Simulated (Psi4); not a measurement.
# SiH2S2F2 (SMILES F[Si](F)(S)S): a chain of runs

Wanted: a series of 10 runs (PBE-D4/def2-SVP, PBE0-D4/def2-TZVP, PBE-D4/def2-TZVPP, r2SCAN-D4/def2-TZVPP, B3LYP-D4/def2-TZVPP, PBE0-D4/def2-TZVPP, wB97M-V/def2-TZVPP, CCSD(T)/def2-TZVPP, and more) of SiH2S2F2. 

Program for the calculation: Psi4 1.11.

**1. Starting point**

SiH2S2F2 has 7 atoms, charge 0, and is taken as a singlet. As SMILES, `F[Si](F)(S)S`. Geometry: relaxed at GFN2-xTB, rattled. This is one conformer, not always the lowest. The run starts from this shape.

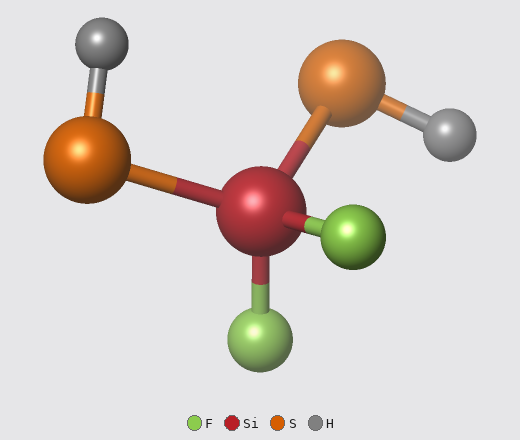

Viewed from a chosen angle; fluorine green, silicon red, sulfur orange, hydrogen grey.

**2. A structure relaxation at PBE-D4/def2-SVP (density fitting) (run 1)**

Contents of input.in:

```
memory 4.4 GB

molecule geom {
  0 1
  F      0.770273    -1.421733     1.128777
  Si     0.187683    -0.439153     0.045682
  F     -0.834895    -1.482313    -0.709448
  S     -0.980136     1.123700     0.939352
  S      1.740474     0.341961    -1.155686
  H     -1.915018     0.294805     1.436067
  H      1.162166     1.486644    -1.452401
  symmetry c1
}

set basis def2-SVP
set reference rks
set scf_type df
set geom_maxiter 60
set max_force_g_convergence 0.0005

E = opt('pbe-d4')
```

Command:

```bash
$ psi4 -i input.in -o input.out -n 2
```

input.out:

```text
[...]
  Running in c1 symmetry.
[...]
  Nuclear repulsion =  377.109494187292000
[...]
  Multiplicity = 1
[...]
  Nalpha       = 33
  Nbeta        = 33
[...]
    Number of basis functions: 92
[...]
   @DF-RKS iter   1: -1285.63284190281161   -7.76711e-02   6.44478e-03 ADIIS/DIIS
[...]
   @DF-RKS iter   9: -1285.77665217690264   -2.04636e-12   5.63278e-09 DIIS
[...]
  @DF-RKS Final Energy: -1285.77665217690264
   => Energetics <=
    Nuclear Repulsion Energy =            375.9321832258426070
    One-Electron Energy =               -2529.7998974899637687
    Two-Electron Energy =                 961.4366864126415066
    DFT Exchange-Correlation Energy =     -93.3376245386656933
    Empirical Dispersion Energy =          -0.0079997867568424
    VV10 Nonlocal Energy =                  0.0000000000000000
    Total Energy =                      -1285.7766521769026440
[...]
 Multipole Moments:
 ------------------------------------------------------------------------------------
     Multipole            Electronic (a.u.)      Nuclear  (a.u.)        Total (a.u.)
 ------------------------------------------------------------------------------------
 L = 1.  Multiply by 2.5417464519 to convert [e a0] to [Debye]
 Dipole X            :          0.5872511           -1.0265178           -0.4392667
 Dipole Y            :         -3.7344012            4.2328692            0.4984680
 Dipole Z            :          0.5514559           -0.7384362           -0.1869802
 Magnitude           :                                                    0.6902080
[...]
  -Total Gradient:
     Atom            X                  Y                   Z
    ------   -----------------  -----------------  -----------------
       1        0.000095087386     0.000137122644    -0.000053080843
       2        0.000103268509    -0.000177971419     0.000069320091
       3       -0.000164324969     0.000080462697     0.000068539545
       4       -0.000105208366    -0.000030735947     0.000000333422
       5        0.000220748803     0.000274627233    -0.000125628266
       6        0.000130550709     0.000144517560     0.000019699184
       7        0.000041115482    -0.000201304640     0.000123167470
[...]
```

Standard output:

```text
Optimizer: Optimization complete!
```

Wall time 36 s (2 threads of AMD EPYC 7R43 (Zen 3), shared host); peak memory 0.63 GiB.

Step by step:

| step | energy from the first frame kept (eV) | largest force (eV/Å) |
| --- | --- | --- |
| 0 | 0.0000 | 2.1485 |
| 1 | -0.1473 | 0.7182 |
| 2 | -0.1729 | 0.0739 |
| 3 | -0.1824 | 0.1433 |
| 4 | -0.1847 | 0.0794 |
| 5 | -0.1855 | 0.0192 |

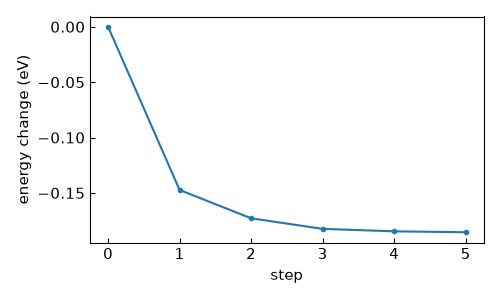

Energy along the run.

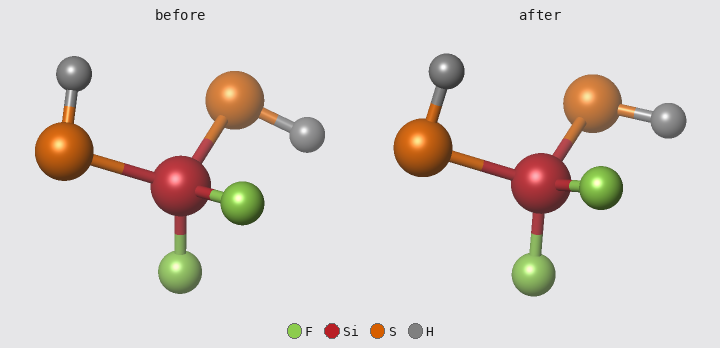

Before and after, at one scale.

After the run. Bond lengths: F1–Si2 1.625 Å, Si2–F3 1.630 Å, Si2–S4 2.129 Å, Si2–S5 2.124 Å, S4–H6 1.364 Å, S5–H7 1.363 Å. Angles: F1–Si2–F3 105.3°, F1–Si2–S4 113.7°, F1–Si2–S5 105.5°, F3–Si2–S4 107.6°, F3–Si2–S5 114.2°, S4–Si2–S5 110.6°, Si2–S4–H6 92.8°, Si2–S5–H7 91.9°.

**3. A geometry optimisation at PBE0-D4/def2-TZVP (density fitting) (run 2)**

Contents of input.dat:

```
memory 4.4 GB

molecule {
  F      0.857947    -1.525640     1.035679
  Si     0.151698    -0.455818     0.036662
  F     -0.921112    -1.321957    -0.832204
  S     -0.928150     1.074034     1.049049
  S      1.732283     0.378074    -1.111431
  H     -2.066373     0.324280     1.108918
  H      0.895662     1.285631    -1.689780
  symmetry c1
}

set {
  basis def2-TZVP
  scf_type df
  geom_maxiter 50
  max_force_g_convergence 0.0002
}

opt('pbe0-d4')
```

Command:

```bash
$ psi4 input.dat output.dat -n 2
```

output.dat:

```text
[...]
  Running in c1 symmetry.
[...]
  Nuclear repulsion =  375.932162333763870
[...]
  Multiplicity = 1
[...]
  Nalpha       = 33
  Nbeta        = 33
[...]
    Number of basis functions: 185
[...]
   @DF-RKS iter   1: -1286.37050923794527   -3.33511e-01   3.93017e-03 ADIIS/DIIS
[...]
   @DF-RKS iter   7: -1286.51601651797591   -1.25056e-11   9.15071e-09 DIIS
[...]
  @DF-RKS Final Energy: -1286.51601651797591
   => Energetics <=
    Nuclear Repulsion Energy =            382.3599208762126977
    One-Electron Energy =               -2543.8925524981355011
    Two-Electron Energy =                 945.7527827649755636
    DFT Exchange-Correlation Energy =     -70.7293185982708223
    Empirical Dispersion Energy =          -0.0068490627578044
    VV10 Nonlocal Energy =                  0.0000000000000000
    Total Energy =                      -1286.5160165179759133
[...]
 Multipole Moments:
 ------------------------------------------------------------------------------------
     Multipole            Electronic (a.u.)      Nuclear  (a.u.)        Total (a.u.)
 ------------------------------------------------------------------------------------
 L = 1.  Multiply by 2.5417464519 to convert [e a0] to [Debye]
 Dipole X            :          0.6062707           -0.9770089           -0.3707382
 Dipole Y            :         -3.5879591            4.0600175            0.4720584
 Dipole Z            :          0.5035046           -0.6704927           -0.1669880
 Magnitude           :                                                    0.6230336
[...]
  -Total Gradient:
     Atom            X                  Y                   Z
    ------   -----------------  -----------------  -----------------
       1        0.000092964098     0.000069613879    -0.000037002049
       2       -0.000098953111    -0.000248089805    -0.000023917088
       3        0.000004615964     0.000082927292     0.000048693955
       4       -0.000000567548     0.000074513515     0.000073702816
       5        0.000048164488     0.000013330967    -0.000026363429
       6        0.000025437505     0.000046984222     0.000035711310
       7        0.000050213275     0.000010444431    -0.000009723706
[...]
```

On the terminal:

```text
Optimizer: Optimization complete!
```

It took 72 s on 2 threads of AMD EPYC 7R43 (Zen 3), shared host; peak memory 1.1 GiB.

Step by step:

| step | energy from the first frame kept (eV) | largest force (eV/Å) |
| --- | --- | --- |
| 0 | 0.0000 | 1.4484 |
| 1 | -0.0811 | 0.4454 |
| 2 | -0.0871 | 0.0426 |
| 3 | -0.0874 | 0.0192 |
| 4 | -0.0877 | 0.0262 |
| 5 | -0.0877 | 0.0138 |

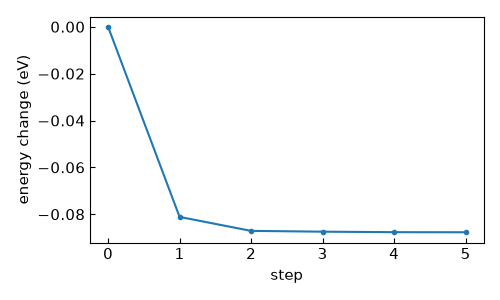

Energy along the run.

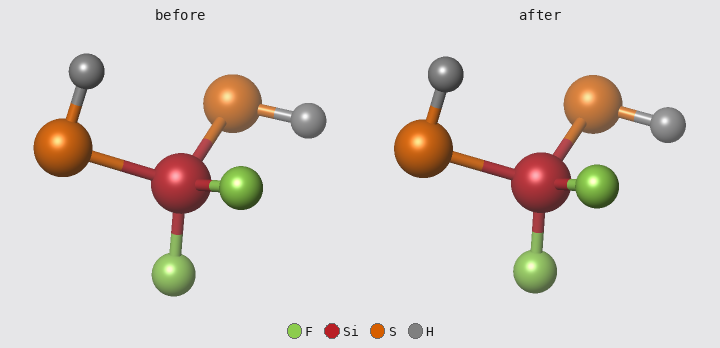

Before and after, at one scale.

After the run. Bond lengths: F1–Si2 1.582 Å, Si2–F3 1.585 Å, Si2–S4 2.104 Å, Si2–S5 2.101 Å, S4–H6 1.346 Å, S5–H7 1.345 Å. Angles: F1–Si2–F3 105.6°, F1–Si2–S4 113.0°, F1–Si2–S5 105.4°, F3–Si2–S4 108.3°, F3–Si2–S5 113.5°, S4–Si2–S5 111.0°, Si2–S4–H6 93.3°, Si2–S5–H7 92.6°.

Runs 3 to 9 aren't shown in full; the table further down has their settings and results.

**4. The energy at MP2/def2-QZVPP (density fitting, density fitting for correlation) (run 10)**

Contents of f2h2s2si.in:

```
memory 4.4 GB

molecule geom {
  0 1
  F      0.814512    -1.500331     1.012271
  Si     0.146475    -0.453654     0.031241
  F     -0.868005    -1.287784    -0.855850
  S     -0.933556     1.045981     1.037787
  S      1.734534     0.372786    -1.068233
  H     -2.027868     0.274899     1.175967
  H      0.919912     1.211374    -1.732475
  symmetry c1
}

set basis def2-QZVPP
set scf_type df
set num_frozen_docc 17

energy_value, wavefunction = energy('mp2', return_wfn=True)
```

Command:

```bash
$ psi4 -i f2h2s2si.in -o f2h2s2si.out -n 2
```

f2h2s2si.out:

```text
[...]
  Running in c1 symmetry.
[...]
  Nuclear repulsion =  382.359976662546899
[...]
  Multiplicity = 1
[...]
  Nalpha       = 33
  Nbeta        = 33
[...]
    Number of basis functions: 384
[...]
   @DF-RHF iter   1: -1284.30908628178531   -6.13955e-01   1.46976e-03 ADIIS/DIIS
[...]
   @DF-RHF iter  11: -1284.41858432640174   -7.00311e-11   6.00818e-09 DIIS
[...]
    Orbital Energies [Eh]
    ---------------------
    Doubly Occupied:
       1A    -91.977376     2A    -91.977311     3A    -68.895216
       4A    -26.310611     5A    -26.308442     6A     -8.981390
       7A     -8.981308     8A     -6.662716     9A     -6.662668
      10A     -6.662171    11A     -6.662049    12A     -6.661350
      13A     -6.661270    14A     -6.229267    15A     -4.337715
      16A     -4.337381    17A     -4.337065    18A     -1.625590
      19A     -1.605391    20A     -1.016494    21A     -0.985681
      22A     -0.797760    23A     -0.736711    24A     -0.710635
      25A     -0.705654    26A     -0.680296    27A     -0.662238
      28A     -0.602970    29A     -0.573149    30A     -0.515517
      31A     -0.470533    32A     -0.414297    33A     -0.411426
[...]
  @DF-RHF Final Energy: -1284.41858432640174
   => Energetics <=
    Nuclear Repulsion Energy =            382.3599766625468988
    One-Electron Energy =               -2543.2378218384692445
    Two-Electron Energy =                 876.4592608495205468
    Total Energy =                      -1284.4185843264017421
[...]
 Multipole Moments:
 ------------------------------------------------------------------------------------
     Multipole            Electronic (a.u.)      Nuclear  (a.u.)        Total (a.u.)
 ------------------------------------------------------------------------------------
 L = 1.  Multiply by 2.5417464519 to convert [e a0] to [Debye]
 Dipole X            :          0.6022092           -0.9770089           -0.3747998
 Dipole Y            :         -3.5640107            4.0600167            0.4960060
 Dipole Z            :          0.5120859           -0.6704925           -0.1584065
 Magnitude           :                                                    0.6415523
[...]
```

It took 17 s on 2 threads of AMD EPYC 7R43 (Zen 3), shared host; peak memory 1.4 GiB.

**5. All runs side by side**

| run | level | geom maxiter | max force g convergence | energy (Eh) | dipole moment (D) | HOMO energy (eV) | LUMO energy (eV) | wall time |
| --- | --- | --- | --- | --- | --- | --- | --- | --- |
| 1 | PBE-D4/def2-SVP (density fitting) | 60 | 0.0005 | -1285.776652 | 1.75 | -6.85 | -0.83 | 36 s |
| 2 | PBE0-D4/def2-TZVP (density fitting) | 50 | 0.0002 | -1286.516017 | 1.58 | -8.28 | -0.08 | 72 s |
| 3 | PBE0-D4/def2-TZVP (density fitting) | – | – | -1286.516017 | 1.58 | – | – | 7.6 min |
| 4 | PBE-D4/def2-TZVPP (density fitting) | – | – | -1286.425642 | 1.48 | -6.99 | -1.03 | 21 s |
| 5 | r2SCAN-D4/def2-TZVPP (density fitting) | – | – | -1286.945104 | 1.52 | -7.30 | -0.73 | 54 s |
| 6 | B3LYP-D4/def2-TZVPP (density fitting) | – | – | -1287.164422 | 1.54 | -8.01 | -0.34 | 20 s |
| 7 | PBE0-D4/def2-TZVPP (density fitting) | – | – | -1286.517462 | 1.57 | -8.28 | -0.07 | 21 s |
| 8 | wB97M-V/def2-TZVPP (density fitting) | – | – | -1286.995353 | 1.52 | -10.55 | 1.77 | 56 s |
| 9 | CCSD(T)/def2-TZVPP (density fitting, density fitting for correlation) | – | – | -1285.416265 | – | -11.18 | 3.13 | 17 min |
| 10 | MP2/def2-QZVPP (density fitting, density fitting for correlation) | – | – | -1285.472860 | – | -11.20 | 2.38 | 17 s |

**6. Summary of results**

| quantity | value |
| --- | --- |
| run 10, MP2/def2-QZVPP: total energy | -1285.47286 Eh |
| run 10, MP2/def2-QZVPP: HOMO energy (Hartree–Fock orbitals) | -11.20 eV |
| run 10, MP2/def2-QZVPP: LUMO energy (Hartree–Fock orbitals) | 2.38 eV |
| run 10, MP2/def2-QZVPP: HOMO–LUMO gap (Hartree–Fock orbitals) | 13.58 eV |
| run 10, MP2/def2-QZVPP: correlation energy (17 core orbitals frozen) | -1054.3 mEh |

In words: Over runs 3, 4, 5, 6, 7, 8 the dipole moment (its size) runs from 1.48 D (PBE-D4/def2-TZVPP) to 1.58 D (PBE0-D4/def2-TZVP). The two ends differ in method and basis. Over runs 4, 5, 6, 7, 8 the HOMO–LUMO gap runs from 5.96 eV (PBE-D4/def2-TZVPP) to 12.32 eV (wB97M-V/def2-TZVPP). Totals of different functionals can't be ranked against each other. All runs together took 30 min, the longest 17 min.
